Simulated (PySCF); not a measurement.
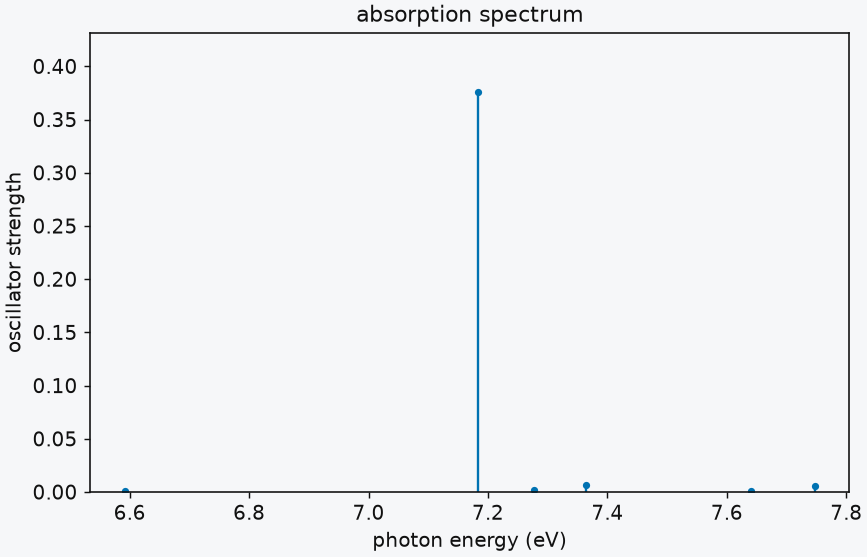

Computed absorption of C₃H₇FSi, SMILES C/C([SiH3])=C\F. Vertical TDDFT excitations, PBE0/def2-SVPD, PySCF, at a GFN2-xTB geometry (no frequency check), gas phase. The lowest 6 singlet states are shown.

Which of the computed transitions is the brightest, and what character does the calculation give it?

Answer. S2 at 7.18 eV (173 nm), f = 0.375, mainly HOMO → LUMO (94 %).

Where is the lowest singlet, and is it bright?

Answer. S1 lies at 6.59 eV (188 nm) with f = 0.001, mainly HOMO → LUMO+1 (96 %); it is dark or nearly so.

Known limits of this run: states above the negative HOMO energy depend on the basis; the tight-binding geometry is rougher than a DFT one and adds to the error; core orbitals are frozen in the response.
